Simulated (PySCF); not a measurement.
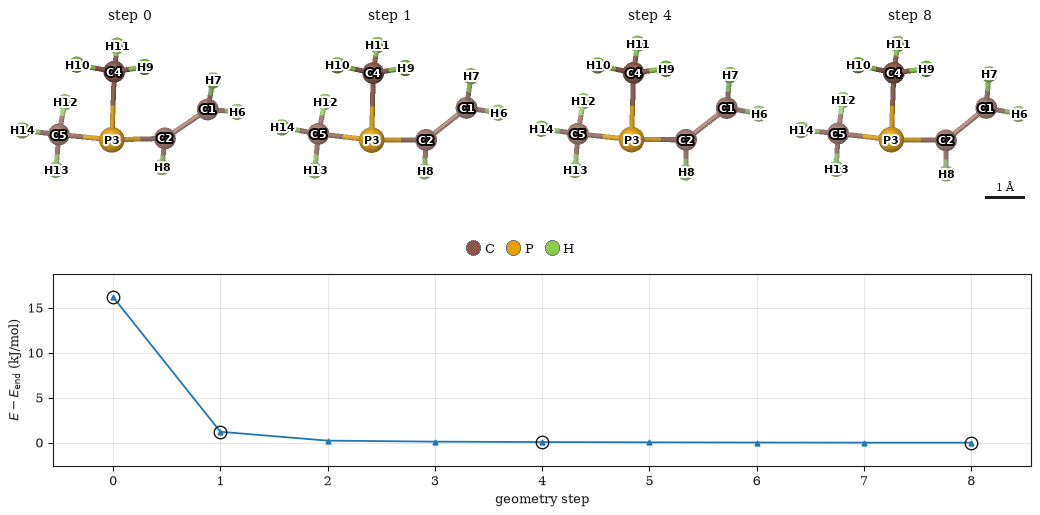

Frames of a relaxation of C4H9P, marked on the history of the run. The picture is a ball-and-stick view, seen from a free direction.

The start comes from GFN2-xTB. Its atoms were then displaced at random by about 0.01 Å.

Level of theory: PBE0-D3(BJ)/def2-SVP geometry optimisation, gas phase (PySCF 2.14.0, density-fitted response routines). 

### Describe the path.

The atom that moves furthest after the best rigid fit is H7 (0.24 Å). Largest moves by element: H 0.24 Å, C 0.07 Å, P 0.03 Å. Some distances before and after: C1–H6 1.042 → 1.094 Å, C2–H8 1.072 → 1.099 Å, C5–H13 1.077 → 1.101 Å, C4–H10 1.117 → 1.100 Å. Bond angles that change, for instance: H9–C4–H11 113.8° → 109.2°, P3–C4–H10 105.6° → 108.6°, C2–P3–C5 96.5° → 99.3°. After 8 geometry steps the energy has fallen by 16.2 kJ/mol. From step 0 to 1: H7 moves most (0.15 Å), energy −15.0 kJ/mol. From step 1 to 4: H8 moves most (0.06 Å), energy −1.14 kJ/mol. From step 4 to 8: H13 moves most (0.05 Å), energy −0.07 kJ/mol.
